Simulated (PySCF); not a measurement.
C4H14AsGa: NMR shielding calculation

System: C4H14AsGa.
Method: GIAO BLYP/pcSseg-1 NMR shielding, non-relativistic, gas phase (PySCF 2.14.0).

The geometry comes from this level: PBE0-D3(BJ)/def2-SVP. Figures and captions count atoms from 1; the log counts them from 0 in places.

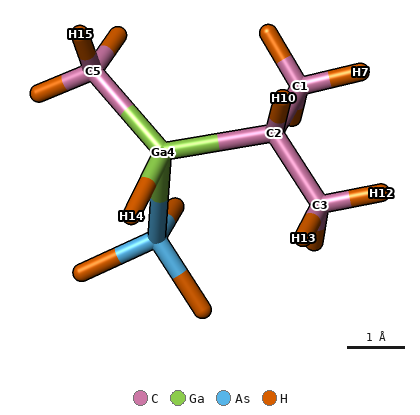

**Figure 1.** The input geometry (stick view, seen at a tilt; atoms are numbered from 1 in the order of the input). Sticks mark near contacts.

## Input file
```
{"job": {"kind": "nmr", "xc": "BLYP", "basis": "pcSseg-1", "pop": false}, "charge": 0, "multiplicity": 1}
C      1.432115     0.455327    -1.222352
C      1.306916     0.108049     0.257180
C      1.789804    -1.308459     0.547708
Ga    -0.522344     0.478700     0.990293
C     -1.518166     2.088766     0.380212
As    -1.871540    -1.358589    -0.461723
H      2.468196     0.335374    -1.589543
H      1.126340     1.491798    -1.436297
H      0.801824    -0.200748    -1.849961
H      1.953302     0.806908     0.823737
H      1.186628    -2.062519     0.010546
H      2.836729    -1.463356     0.227189
H      1.730810    -1.556819     1.619176
H     -0.909645    -0.173483     2.386155
H     -1.225945     2.946945     1.008479
H     -1.290134     2.351730    -0.664421
H     -2.608803     1.976051     0.481622
H     -1.992620    -1.246053    -1.966754
H     -1.508043    -2.826959    -0.430616
H     -3.348269    -1.543700    -0.189189
```

The first line tells a small driver script what to run in PySCF; the rest is the geometry in Å.

## The program's output
```
coarse grid: 70080 points
cycle   1  E = -4320.8214493165  dE = -1.249e+00  |g| = 1.731e+00  |ddm| = 4.017e+00
cycle   2  E = -4320.2496105092  dE =  5.718e-01  |g| = 2.389e+00  |ddm| = 2.734e+00
cycle   3  E = -4321.0898690500  dE = -8.403e-01  |g| = 3.609e-01  |ddm| = 2.213e+00
cycle   4  E = -4321.1200524644  dE = -3.018e-02  |g| = 1.337e-01  |ddm| = 5.006e-01
cycle   5  E = -4321.1233635776  dE = -3.311e-03  |g| = 4.603e-02  |ddm| = 1.616e-01
cycle   6  E = -4321.1238156783  dE = -4.521e-04  |g| = 9.799e-03  |ddm| = 5.305e-02
cycle   7  E = -4321.1238379302  dE = -2.225e-05  |g| = 4.004e-03  |ddm| = 1.290e-02
cycle   8  E = -4321.1238416240  dE = -3.694e-06  |g| = 7.803e-04  |ddm| = 4.387e-03
final grid: 146408 points
cycle   9  E = -4321.1238268862  dE = -7.022e-08  |g| = 1.137e-03  |ddm| = 4.589e-03
cycle  10  E = -4321.1238262714  dE =  6.149e-07  |g| = 1.987e-03  |ddm| = 3.462e-03
cycle  11  E = -4321.1238272347  dE = -9.634e-07  |g| = 2.371e-04  |ddm| = 2.077e-03
cycle  12  E = -4321.1238272476  dE = -1.284e-08  |g| = 4.172e-05  |ddm| = 2.732e-04
cycle  13  E = -4321.1238272480  dE = -3.947e-10  |g| = 1.339e-05  |ddm| = 5.256e-05
```

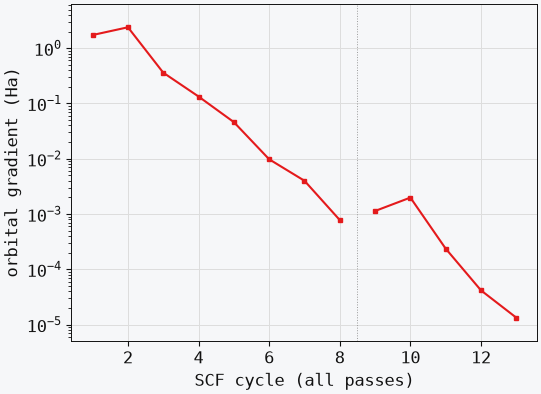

**Figure 2.** Convergence of the self-consistent field: orbital gradient against the SCF cycle. The dotted line marks the change from a coarse to the final integration grid. The first 8 cycles use a coarse grid, the final grid takes over at cycle 9, and the field converges after 13 cycles in all.

```
converged SCF energy = -4321.1238272480

GIAO shielding tensors (ppm)
atom      isotropic    diamagn.    paramagn.     s11        s22        s33       span
  0 C      150.050     246.389     -96.339    137.141    139.469    173.540     36.399
  1 C      152.292     249.000     -96.708    143.393    151.353    162.129     18.736
  2 C      148.868     245.211     -96.343    132.959    138.918    174.727     41.767
  3 Ga    1273.753    2638.294   -1364.542   1159.385   1255.783   1406.090    246.705
  4 C      184.152     249.923     -65.770    178.238    183.484    190.735     12.497
  5 As    1711.968    2878.234   -1166.266   1696.504   1714.476   1724.925     28.421
  6 H       30.020      29.446       0.574     25.886     27.097     37.075     11.189
  7 H       29.650      31.379      -1.729     24.744     29.039     35.167     10.423
  8 H       30.757      32.857      -2.099     25.977     31.890     34.405      8.428
  9 H       30.689      31.685      -0.996     27.342     28.574     36.150      8.808
 10 H       30.698      32.125      -1.427     25.501     32.195     34.397      8.895
 11 H       30.010      28.842       1.169     25.752     27.119     37.160     11.407
 12 H       29.657      29.921      -0.264     25.309     27.827     35.834     10.525
 13 H       26.381      29.636      -3.255     20.502     22.373     36.267     15.765
 14 H       31.635      29.213       2.422     26.989     27.883     40.032     13.043
 15 H       31.325      31.896      -0.571     26.580     30.118     37.278     10.699
 16 H       31.547      29.802       1.745     26.267     29.732     38.642     12.375
 17 H       28.222      30.049      -1.827     21.727     22.972     39.966     18.239
 18 H       28.053      29.631      -1.578     21.013     22.979     40.167     19.154
 19 H       28.421      29.083      -0.662     21.940     22.403     40.920     18.980
```

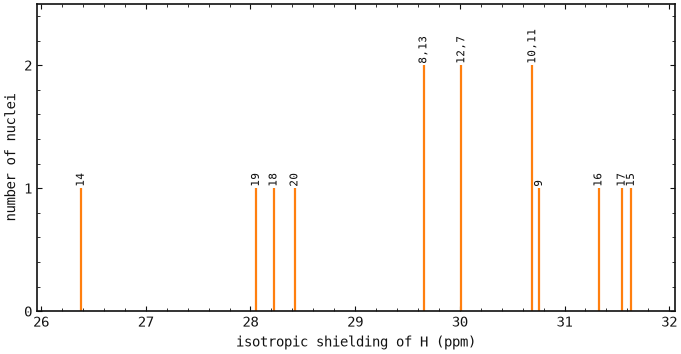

**Figure 3.** Isotropic shieldings of the hydrogen nuclei in this fixed geometry, labelled by atom number; shielding grows to the right, so chemical shift grows to the left. The least shielded is H14 (26.4 ppm), the most shielded H15 (31.6 ppm).

## Key numbers

- outcome: converged
- total energy: −4321.123827 hartree
- HOMO: −5.34 eV
- LUMO: −0.83 eV
- dipole moment: 2.60 D
- isotropic shielding, C: 148.9 to 184.2 ppm
- isotropic shielding, Ga: 1273.8 ppm
- isotropic shielding, As: 1712.0 ppm
- isotropic shielding, H: 26.4 to 31.6 ppm
- hardware: 1 CPU thread, shared host
- wall time: 59 s
- peak memory: 1 GiB

Spin–orbit coupling is left out, which matters for the heavy atoms.
